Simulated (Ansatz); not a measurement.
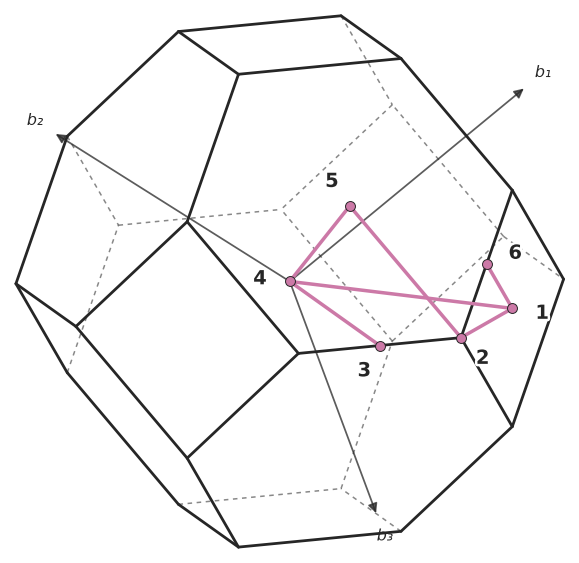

Crystal: Si, the input geometry of an electronic-structure calculation (not necessarily at equilibrium); the starting structure was generated, so it need not be a known form of this composition. The first Brillouin zone of a face-centred cubic lattice (cF; extended symbol cF2) is drawn with its special points numbered. Geometry calculated from the standardised cell; symmetry tolerance 0.002 Å.

a = 5.444 Å, b = 5.444 Å, c = 5.444 Å, α = 90.00°, β = 90.00°, γ = 90.00°.

Labels and path follow the convention of Hinuma et al. (2017), as computed by seekpath; the arrows show the directions of the reciprocal primitive vectors b₁, b₂, b₃, in which coordinates are given.

Give the label and coordinates of each numbered point.

Answer.
```tsv
no.	label	coordinates
1	X	(1/2, 0, 1/2)
2	W	(1/2, 1/4, 3/4)
3	K	(3/8, 3/8, 3/4)
4	Γ	(0, 0, 0)
5	L	(1/2, 1/2, 1/2)
6	U	(5/8, 1/4, 5/8)
```
